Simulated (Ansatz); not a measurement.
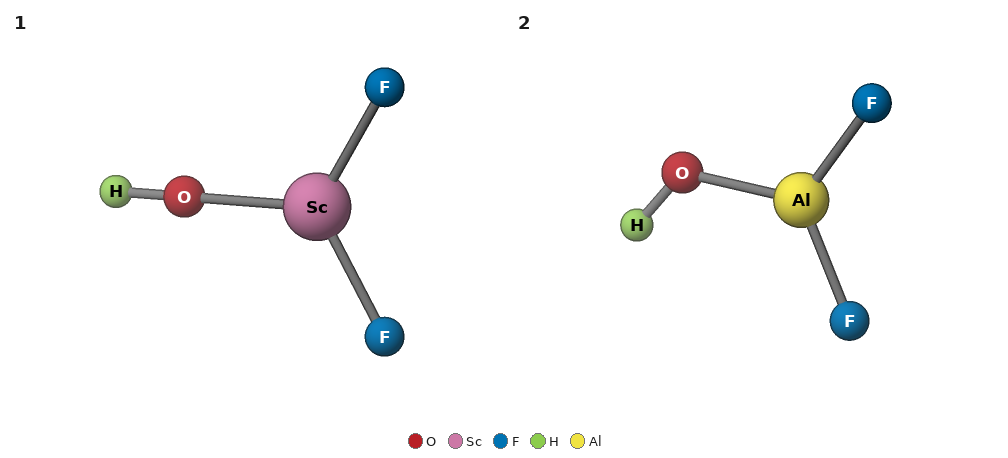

2 molecules with one skeleton, seen from the same side and at one scale. Each species is neutral and a spin singlet. Computed geometries: PBE0-D4/def2-TZVP optimisations, one conformation each. Properties computed with Ansatz 0.2.0.

One atom differs, called X below: Sc in panel 1, Al in panel 2. Their formulas are F2HOSc (`[OH][Sc]([F])[F]`), AlF2HO (`[OH][Al]([F])[F]`).

In which is the mean length of X–F larger (PBE0-D4/def2-TZVP)?

In panel 1 (X = Sc).

In which is the HOMO energy (Kohn–Sham orbital) higher (CAM-B3LYP-D4/def2-TZVPP)?

In panel 1 (X = Sc).

Give the values. With PBE0-D4/def2-TZVP: mean length of X–F (Å), length of X–O (Å), mean angle O–X–F (°), dipole moment (D), harmonic zero-point energy (kJ/mol). With CAM-B3LYP-D4/def2-TZVPP: HOMO energy (Kohn–Sham orbital) (eV), HOMO–LUMO gap (eV).

| quantity | 1 (Sc) | 2 (Al) | 2 − 1 |
| --- | --- | --- | --- |
| mean length of X–F (Å) | 1.847 | 1.635 | −0.212 |
| length of X–O (Å) | 1.852 | 1.674 | −0.178 |
| mean angle O–X–F (°) | 120.7 | 120.7 | 0.0 |
| dipole moment (D) | 2.48 | 1.99 | −0.49 |
| harmonic zero-point energy (kJ/mol) | 42.7 | 49.9 | +7.2 |
| HOMO energy (Kohn–Sham orbital) (eV) | −10.88 | −11.51 | −0.63 |
| HOMO–LUMO gap (eV) | 9.49 | 11.21 | +1.72 |
